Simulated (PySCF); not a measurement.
**One shape, several levels: GeH2Cl− (SMILES [Cl][GeH2-])**

We compute a comparison of 3 runs (PBE/STO-3G, SVWN5/STO-3G, CCSDTQ/STO-3G) of GeH2Cl−. The job is set up through a Python script.

The calculation is run with PySCF 2.14.0.

**1. Starting point**

The species is GeH2Cl− (4 atoms), meant as a singlet with charge -1. As SMILES, `[Cl][GeH2-]`. The Ge2–H4 distance was set to 2.108 Å, away from the relaxed value.

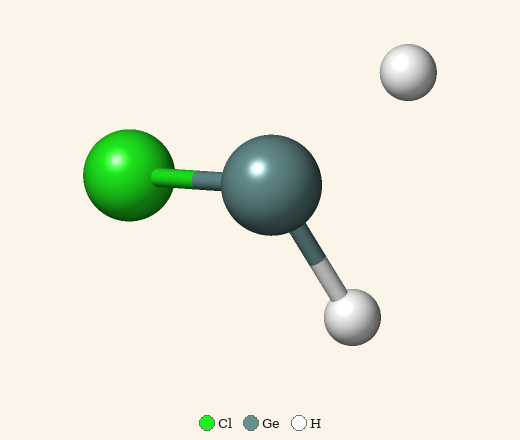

The structure, seen from a chosen angle (chlorine green, germanium teal, hydrogen white).

**2. The energy at PBE/STO-3G (run 1)**

calc.py reads:

```python
from pyscf import gto, dft

molecule = gto.M(
    atom='''
Cl    -3.466472     0.419192     1.628882
Ge    -0.438602    -1.841544    -0.597707
H     -0.220112     0.408478    -3.026119
H      2.603816     0.062002     1.130680
''',
    charge=-1,
    unit='bohr',
    spin=0,
    verbose=3,
    max_memory=1860,
    basis='sto-3g',
)

ks = dft.RKS(molecule, xc='pbe')
ks.grids.level = 5
ks.conv_tol = 1e-10
ks.kernel()
if not ks.converged:
    ks = ks.newton().run(ks.mo_coeff, ks.mo_occ)

e_final = ks.e_tot
print('E(%s) = %.9f' % ('PBE', e_final))
```

Started as:

```console
OMP_NUM_THREADS=1 python calc.py
```

The program printed:

```text
converged SCF energy = -2508.69848893449
E(PBE) = -2508.698488934
```

Run time: 4.8 s. Hardware: 1 thread of Arm Neoverse V1, shared host; peak memory 0.24 GiB.

**3. A single-point energy at SVWN5/STO-3G (run 2)**

input.py reads:

```python
from pyscf import gto, dft

mol = gto.M(
    atom=[
    ('Cl', (-1.834378, 0.221827, 0.861967)),
    ('Ge', (-0.232098, -0.974503, -0.316293)),
    ('H', (-0.116478, 0.216157, -1.601353)),
    ('H', (1.377880, 0.032810, 0.598330)),
],
    charge=-1,
    verbose=3,
    max_memory=1860,
    spin=0,
    basis='sto-3g',
)

mf = dft.RKS(mol)
mf.xc = 'svwn'
mf.grids.level = 5
mf.conv_tol = 1e-10
mf.kernel()
if not mf.converged:
    mf = mf.newton().run(mf.mo_coeff, mf.mo_occ)

e_tot = mf.e_tot
print('Final energy', e_tot)
```

Started as:

```console
OMP_NUM_THREADS=1 python input.py
```

The program printed:

```text
converged SCF energy = -2504.36312060798
Final energy -2504.363120607982
```

Wall time 2.7 s (1 thread of Arm Neoverse V1, shared host); peak memory 0.15 GiB.

**4. The energy at CCSDTQ/STO-3G (run 3)**

run.py reads:

```python
from pyscf import gto, scf, cc

system = gto.Mole()
system.atom = '''
Cl    -3.466472     0.419192     1.628882
Ge    -0.438602    -1.841544    -0.597707
H     -0.220112     0.408478    -3.026119
H      2.603816     0.062002     1.130680
'''
system.max_memory = 1860
system.unit = 'bohr'
system.verbose = 4
system.charge = -1
system.basis = 'sto-3g'
system.build()

myscf = scf.RHF(system)
myscf.conv_tol = 1e-10
myscf.kernel()
if not myscf.converged:
    myscf = myscf.newton().run(myscf.mo_coeff, myscf.mo_occ)

mycc = cc.CCSDTQ(myscf, frozen=14)
mycc.kernel()
e_tot = mycc.e_tot
print('E = %.10f Eh' % e_tot)
```

Started as:

```console
OMP_NUM_THREADS=1 python run.py
```

The program printed:

```text
PySCF version 2.14.0

[... 56 lines left out ...]
converged SCF energy = -2507.31972550132
[... 24 lines left out ...]
Init t2, MP2 energy = -2507.367850641498  E_corr(MP2) -0.048125140175
[... 16 lines left out ...]
RCCSDTQ converged
[... 3 lines left out ...]
E = -2507.3948127678 Eh
```

It took 16 s on 1 thread of Arm Neoverse V1, shared host; peak memory 0.14 GiB.

**5. All runs side by side**

| run | level | integration grid | frozen core orbitals | energy (Eh) | HOMO energy (eV) | LUMO energy (eV) | HOMO–LUMO gap (eV) | wall time |
| --- | --- | --- | --- | --- | --- | --- | --- | --- |
| 1 | PBE/STO-3G | 5 | – | -2508.698489 | 7.15 | 9.48 | 2.33 | 4.8 s |
| 2 | SVWN5/STO-3G | 5 | – | -2504.363121 | 7.26 | 9.51 | 2.24 | 2.7 s |
| 3 | CCSDTQ/STO-3G | – | 14 | -2507.394813 | 0.58 | 14.48 | 13.91 | 16 s |

**6. Results**

```
                                                    quantity           value
                                         run 3: total energy  -2507.39481 Eh
                  run 3: HOMO energy (Hartree–Fock orbitals)         0.58 eV
                  run 3: LUMO energy (Hartree–Fock orbitals)        14.48 eV
run 3: HOMO–LUMO gap (to an unbound level, set by the basis)        13.91 eV
         run 3: correlation energy (14 core orbitals frozen)       -75.1 mEh
                                        run 3: T1 diagnostic           0.010
```

**Reading.** Totals of different functionals can't be ranked against each other. In runs 1, 2, 3 the HOMO lies above zero, so the outermost electron may be held by the basis alone. In runs 1, 2, 3 the basis is minimal, so the values are rough. All runs together took 24 s, the longest 16 s.
